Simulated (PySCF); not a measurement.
Consider C9.

Input file:

```
{"job": {"kind": "nmr", "xc": "PBE0", "basis": "pcSseg-1"}, "charge": 0, "multiplicity": 1}
C      5.102435    -0.377969    -0.576610
C      3.823980    -0.262366    -0.434406
C      2.541608    -0.147631    -0.290771
C      1.276431    -0.034885    -0.149047
C      0.006197     0.077390    -0.005080
C     -1.264129     0.189409     0.139097
C     -2.528849     0.302272     0.282273
C     -3.811134     0.416939     0.427438
C     -5.089268     0.532187     0.572404
```

Launched as:

```sh
OMP_NUM_THREADS=1 python probes_run.py task.json out
```

Geometry: PBE0-D3(BJ)/def2-SVP.

Method: PySCF 2.14.0, PBE0/pcSseg-1, SCF density, gas phase, non-relativistic.

Q: What can the converged electron density and electron localisation function tell about the bonding?

A: C–C (1.28 Å): ρ at the midpoint is about 2.4 e/Å³; the ELF peaks at about 0.90 between the atoms (a multiple bond).

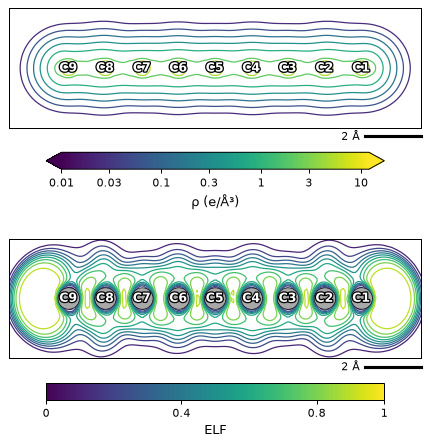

Computed electron density and electron localisation function on a plane that holds the molecular axis, in this order. Grey discs cover the atomic cores in the ELF map. 
